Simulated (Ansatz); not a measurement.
# AsH$_{4}$Si (charge −1): what the fields show

| atom | x (Å) | y (Å) | z (Å) |
| --- | --- | --- | --- |
| Si | 0.0066 | -1.2250 | 0.4496 |
| As | -0.0348 | 1.1129 | -0.3987 |
| H | 1.0917 | -1.5905 | -0.5921 |
| H | -1.1409 | -1.6119 | -0.5147 |
| H | 1.1280 | 1.6419 | 0.4502 |
| H | -1.0505 | 1.6725 | 0.6058 |

Level of theory: RKS CAM-B3LYP-D4/def2-SVP in Ansatz 0.2.0.

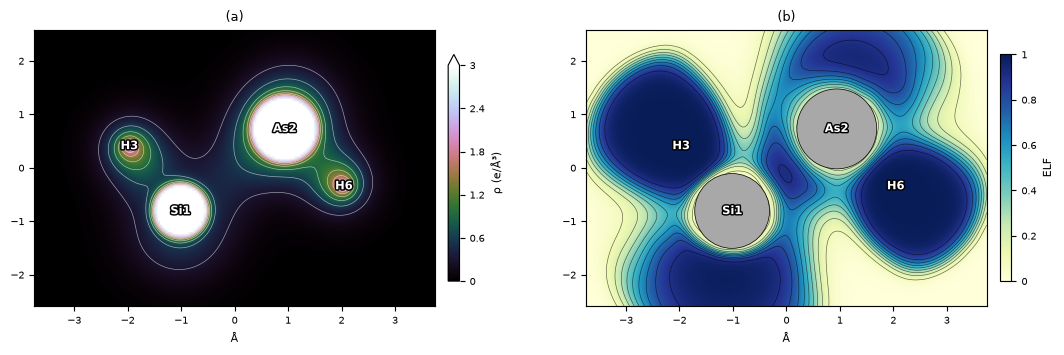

Figure 1. (a) total electron density; (b) electron localisation function on the plane of atoms Si1, As2 and H6. Grey discs cover the atomic cores in the ELF map.

Q: Read the bonding off the picture.

A:
- The plane passes through Si, As and H nuclei.
- Si–As (2.49 Å): ρ at the midpoint is about 0.52 e/Å³, with its minimum of 0.44 e/Å³ about 0.9 Å from Si; the ELF peaks at about 0.90 between the atoms; a shared electron pair.
- As–H (1.53 Å): ρ at the midpoint is about 1.1 e/Å³; the ELF climbs to about 1 towards the hydrogen, as it does in any bond to H.
- Si–H (1.55 Å): the density is about 0.65 e/Å³ at the midpoint; the ELF climbs to about 1 towards the hydrogen.
- The ELF also peaks beside Si1 and As2, away from the bonds: lone-pair regions.

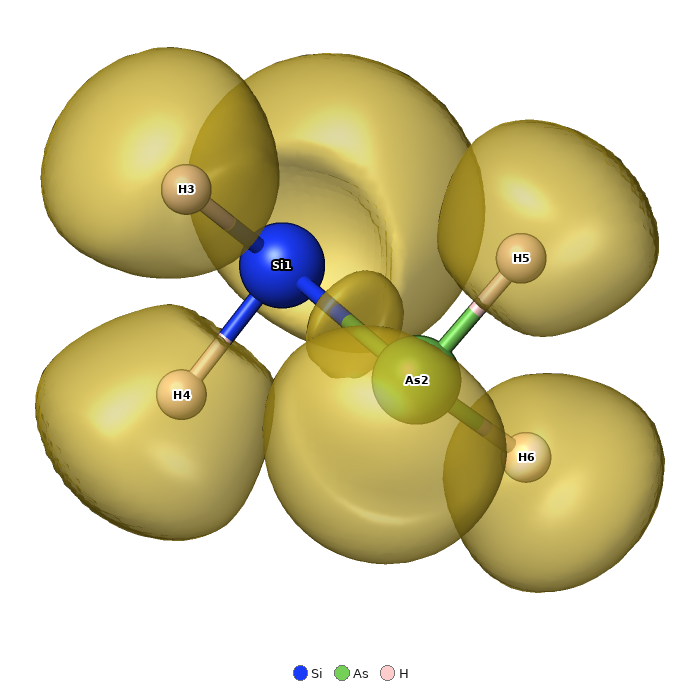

Figure 2. Isosurface of the ELF at 0.8 (yellow), seen at a tilt. Core shells and regions of very low density are left out.

Q: Where are the electrons localised?

A: At this value the surface marks out one region between bonded As–Si atoms (shared pairs), four regions around hydrogen nuclei, one lobe on As, pointing away from the bonds (lone pairs) and one lobe on Si, pointing away from the bonds (lone pairs).

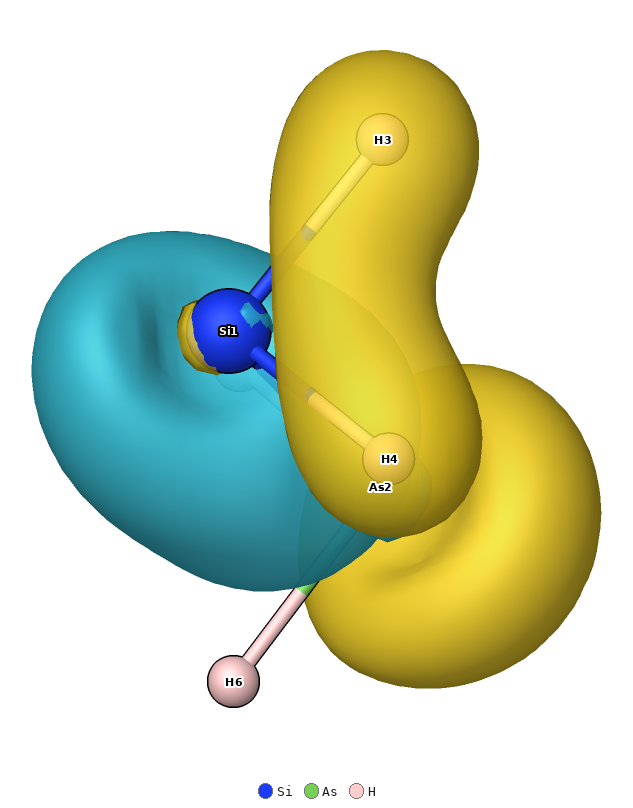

Figure 3. The HOMO−1 at ±0.15 Å⁻³ᐟ² (yellow and cyan are the two phases), seen at an oblique angle.

Q: What is the character of this orbital?

A: Its weight (Hirshfeld) is mainly on As2 (about 45 %), Si1 (about 35 %), H3 (about 10 %) and H4 (about 5 %). Its energy is −3.21 eV.

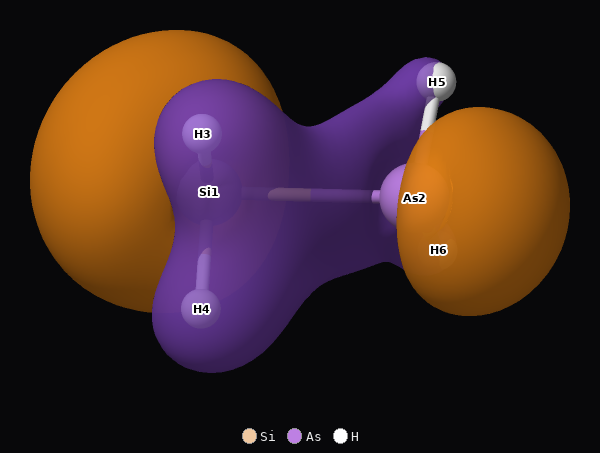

Figure 4. The HOMO at ±0.08 Å⁻³ᐟ² (orange and purple are the two phases), seen at a tilt.

Q: Where does this orbital lie, and at what energy?

A: It lies mainly on Si1 (about 65 %) and As2 (about 25 %). Its energy is −1.08 eV.
